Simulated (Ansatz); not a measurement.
Results of r²SCAN+rVV10 in Ansatz (plane waves, PAW) for CsCl-type TiCo.

Settings: plane-wave cutoff 560 eV, 18×18×18 k mesh, Fermi–Dirac smearing 0.05 eV, no spin polarisation, scalar-relativistic PAW data made under PBE.

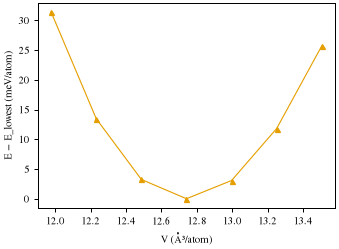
Fig. 1. Total energy against volume

Problem. From the curve, estimate the equilibrium volume and the bulk modulus.

Solution. V0 ≈ 12.7 Å³/atom and B0 ≈ 200 GPa; the fit gives V0 = 12.741 Å³/atom, B0 = 198 GPa, B′ = 4.1.

Measured, for comparison: bulk modulus 154 GPa, equilibrium volume per atom 13.43 Å³/atom (room temperature, not corrected to a static lattice; as tabulated in Yamada et al. (2019), arXiv:1910.09660). Computed (rounded) less measured: bulk modulus +29 %, equilibrium volume per atom -5.1 %.

Computed values are for the static lattice.

Ansatz is a program for electronic structure.
